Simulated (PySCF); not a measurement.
**C₃H₁₀Si: electronic excitations and core binding energies**

Wanted: the electronic excitations and core binding energies of C₃H₁₀Si (`C[SiH](C)C`), by calculation.

The runs use PySCF 2.14.0, with density-fitted response routines of our own; the level of theory stands in each step. All values are computed, except where a source is named. Atoms count from 0, in the outputs and in this text.

## Step 1: The molecule as given

14 atoms, charge 0, multiplicity 1; geometry from: GFN2-xTB.

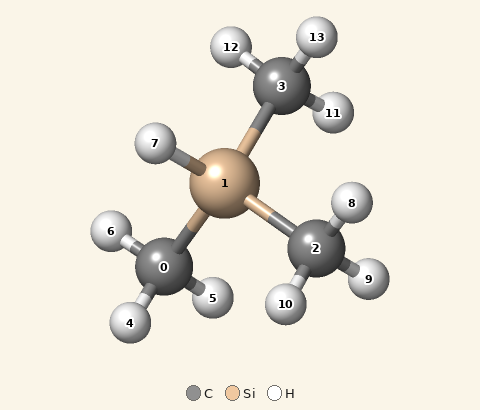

As it starts; carbon grey, silicon light orange, hydrogen white, atoms numbered.

## Step 2: Excited states and response: CAM-B3LYP/def2-SVPD

What the job is given:

```
{"job": {"kind": "uv", "xc": "CAM-B3LYP", "basis": "def2-SVPD", "nstates": 8, "ntriplets": 3}, "charge": 0, "multiplicity": 1}
C      0.178720     1.717268    -0.511640
Si    -0.121588     0.124642     0.487025
C     -1.556390    -0.856532    -0.289360
C      1.455582    -0.941133     0.479712
H     -0.703855     2.350044    -0.518673
H      0.432914     1.499928    -1.545598
H      0.993832     2.298137    -0.090224
H     -0.464955     0.478462     1.877533
H     -1.751699    -1.771281     0.262467
H     -1.340174    -1.135342    -1.317193
H     -2.474112    -0.275895    -0.295205
H      1.745355    -1.220905    -0.529516
H      2.291814    -0.409897     0.924393
H      1.313875    -1.857968     1.044113
```

Method: TDDFT CAM-B3LYP/def2-SVPD, vertical, gas phase, core orbitals frozen in the response.

Launch:

```console
OMP_NUM_THREADS=1 python probes_run.py task.json out
```

One launch serves the whole session: the jobs run in the order shown.

Output:

```text
coarse grid: 11088 points
cycle   1  E = -409.5086414854  dE = -1.023e-02  |g| = 3.854e-01  |ddm| = 4.442e+00
cycle   2  E = -409.5213670928  dE = -1.273e-02  |g| = 3.199e-01  |ddm| = 7.260e-01
cycle   3  E = -409.5477212706  dE = -2.635e-02  |g| = 1.724e-02  |ddm| = 3.960e-01
cycle   4  E = -409.5478282174  dE = -1.069e-04  |g| = 4.818e-03  |ddm| = 5.418e-02
cycle   5  E = -409.5478354329  dE = -7.216e-06  |g| = 6.786e-04  |ddm| = 1.086e-02
final grid: 99272 points
cycle   6  E = -409.6097166205  dE = -2.444e-05  |g| = 3.350e-03  |ddm| = 5.348e-02
cycle   7  E = -409.6097173642  dE = -7.438e-07  |g| = 2.947e-03  |ddm| = 1.049e-02
cycle   8  E = -409.6097196043  dE = -2.240e-06  |g| = 9.622e-05  |ddm| = 3.495e-03
cycle   9  E = -409.6097196073  dE = -2.938e-09  |g| = 4.816e-05  |ddm| = 3.934e-04
cycle  10  E = -409.6097196080  dE = -7.640e-10  |g| = 4.230e-06  |ddm| = 9.139e-05
converged SCF energy = -409.6097196080

Static polarisability (au): isotropic 64.889, principal 59.375 67.630 67.661

Singlet excitations
state   eV       nm        f      main configurations
  1   8.2207    150.8   0.08699   H->L 0.85
  2   8.2219    150.8   0.08755   H-1->L 0.85
  3   8.6450    143.4   0.00005   H-2->L 0.73, H->L+1 0.11, H-1->L+2 0.11
  4   8.8478    140.1   0.00000   H->L+2 0.41, H-1->L+1 0.41
  5   8.8927    139.4   0.05757   H->L+1 0.36, H-1->L+2 0.33, H-2->L 0.18
  6   8.9347    138.8   0.01110   H-1->L+1 0.39, H->L+2 0.39
  7   8.9362    138.7   0.01181   H-1->L+2 0.41, H->L+1 0.37
  8   9.0618    136.8   0.07969   H-2->L+1 0.72

Triplet excitations (Tamm-Dancoff, eV): 8.0012 8.0016 8.2604
```

Run time: 17 s. Hardware: 1 thread, shared host.

Frontier orbitals and where they lie:

```csv
orbital,eV,atoms
HOMO−3,-12.18,"C3 18 %, C2 18 %, C0 18 %"
HOMO−2,-10.22,"H7 31 %, Si1 31 %, C2 9 %"
HOMO−1,-9.91,"C0 34 %, Si1 21 %, C2 16 %"
HOMO,-9.91,"C3 31 %, C2 22 %, Si1 21 %"
LUMO,1.29,"Si1 23 %, C2 11 %, C0 11 %"
LUMO+1,1.92,"C2 16 %, C3 16 %, Si1 10 %"
LUMO+2,1.92,"C0 21 %, Si1 10 %, H4 9 %"
```

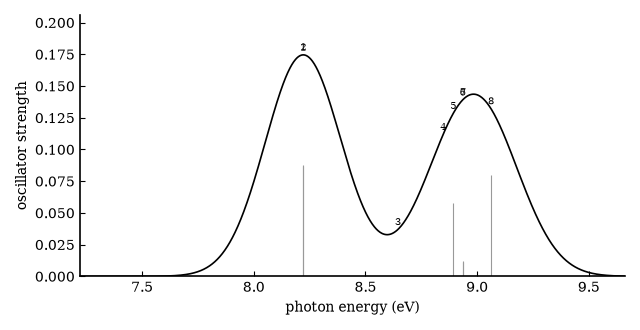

Absorption spectrum from the 8 singlet states computed; above the last one it falls off for lack of states. Lines are broadened to a width of 0.40 eV (Gaussian).

Further results of this job:

```csv
property,computed
dipole moment (D),0.42
polarisability (Å³),9.62
HOMO–LUMO gap (eV),11.19
−ε(HOMO) (eV),9.91
```

## Step 3: Core holes by ΔSCF: SCAN, X2C

The job, as its differences from that of step 2:

```diff
@@ -1,2 +1,2 @@
-{"job": {"kind": "uv", "xc": "CAM-B3LYP", "basis": "def2-SVPD", "nstates": 8, "ntriplets": 3}, "charge": 0, "multiplicity": 1}
+{"job": {"kind": "xps"}, "charge": 0, "multiplicity": 1}
 C      0.178720     1.717268    -0.511640
```

With the program's defaults for keys left out, this is: delta-SCF UKS SCAN, pcX-2 on the ionised atom, pcseg-1 elsewhere, spin-free X2C.

Output:

```text
ground state, core basis on atom 0 (C), 141 functions
  cycle   1  E = -410.24950245  |g| = 6.55e-01
  cycle   2  E = -410.17134511  |g| = 8.26e-01
  cycle   3  E = -410.36269449  |g| = 4.10e-02
  cycle   4  E = -410.36314219  |g| = 1.94e-02
  cycle   5  E = -410.36324160  |g| = 6.61e-03
  cycle   6  E = -410.36325160  |g| = 2.78e-03
  cycle   7  E = -410.36325407  |g| = 2.75e-04
  E(ground) = -410.39975660 Eh
hole in C 1s of atom 0
  cycle   1  E = -399.14529321  |g| = 1.50e+00
  cycle   2  E = -398.64436529  |g| = 1.69e+00
  cycle   3  E = -399.67634754  |g| = 2.97e-01
  cycle   4  E = -399.70818760  |g| = 8.86e-02
  cycle   5  E = -399.71168265  |g| = 3.42e-02
  cycle   6  E = -399.71226766  |g| = 5.93e-03
  cycle   7  E = -399.71229002  |g| = 2.42e-03
  cycle   8  E = -399.71229396  |g| = 7.62e-04
  cycle   9  E = -399.71229434  |g| = 3.73e-04
  E(ion) = -399.74745254 Eh   <S^2> = 0.7666   hole on atom = 1.000   binding energy = 289.864 eV
ground state, core basis on atom 1 (Si), 152 functions
  cycle   1  E = -410.46071718  |g| = 2.88e-01
  cycle   2  E = -410.46076017  |g| = 3.99e-02
  cycle   3  E = -410.46072145  |g| = 3.26e-02
  cycle   4  E = -410.46092735  |g| = 7.21e-03
  cycle   5  E = -410.46094163  |g| = 8.66e-04
  cycle   6  E = -410.46094311  |g| = 1.05e-04
  E(ground) = -410.45575841 Eh
hole in Si 1s of atom 1
  cycle   1  E = -341.55448102  |g| = 4.35e+00
  cycle   2  E = -341.71837510  |g| = 2.12e+00
  cycle   3  E = -342.31375311  |g| = 7.14e-01
  cycle   4  E = -342.58850722  |g| = 2.28e-01
  cycle   5  E = -342.61701236  |g| = 4.43e-02
  cycle   6  E = -342.61758739  |g| = 2.70e-02
  cycle   7  E = -342.61798630  |g| = 3.59e-03
  cycle   8  E = -342.61799326  |g| = 8.21e-04
  cycle   9  E = -342.61799341  |g| = 2.18e-04
  E(ion) = -342.62091140 Eh   <S^2> = 0.7522   hole on atom = 1.000   binding energy = 1845.880 eV
hole in Si 2p of atom 1
  cycle   1  E = -406.21427141  |g| = 1.24e+00
  cycle   2  E = -406.09477992  |g| = 1.11e+00
  cycle   3  E = -406.50996214  |g| = 2.32e-01
  cycle   4  E = -406.54107765  |g| = 6.32e-02
  cycle   5  E = -406.54290888  |g| = 2.60e-02
  cycle   6  E = -406.54328155  |g| = 4.25e-03
  cycle   7  E = -406.54328951  |g| = 9.89e-04
  cycle   8  E = -406.54329111  |g| = 2.87e-04
  E(ion) = -406.54901024 Eh   <S^2> = 0.7520   hole on atom = 1.003   binding energy = 106.308 eV
  2p3/2 = 106.090 eV   2p1/2 = 106.714 eV
```

Run time: 15 s. Hardware: 1 thread, shared host.

The holes in one table. −ε is the ground-state orbital energy:

```csv
hole,stands for,environment,ΔSCF (eV; 2p as the shell's mean),−ε (eV),⟨S²⟩
C1s on C0,"C0, C2, C3",methyl carbon bonded to Si,289.86,272.9,0.767
Si1s on Si1,Si1,"silicon bonded to 3 C, H",1845.88,1792.8,0.752
Si2p on Si1,Si1,"silicon bonded to 3 C, H",106.30,95.6,0.752
```

Each hole run stands for the others of its class of like atoms.

With the spin-orbit splitting: Si1 2p3/2 106.09, 2p1/2 106.71 eV. The table gives each 2p level as the mean over the whole 2p shell (two parts 2p3/2, one part 2p1/2), which differs a little from the single hole in the log.

## Step 4: What came out

```
                                quantity                        value
    lowest singlet (CAM-B3LYP/def2-SVPD)  8.22 eV (151 nm), f = 0.087
brightest single state of those computed  state 2, 8.22 eV, f = 0.088
                          lowest triplet                      8.00 eV
        C1s binding energies, SCAN/pcX-2                 C0 289.86 eV
       Si1s binding energies, SCAN/pcX-2               Si1 1845.88 eV
       Si2p binding energies, SCAN/pcX-2                Si1 106.30 eV
```

**Reading.** The first singlet state (HOMO→LUMO 0.85) lies at 8.22 eV and is bright; of the 8 states computed, the strongest absorption comes from states 1 to 2 together at 8.22 eV (the last state computed is bright too, and its partners may lie past the list). The lowest triplet lies 0.22 eV below the lowest singlet (triplets in Tamm-Dancoff, singlets in full TDDFT).
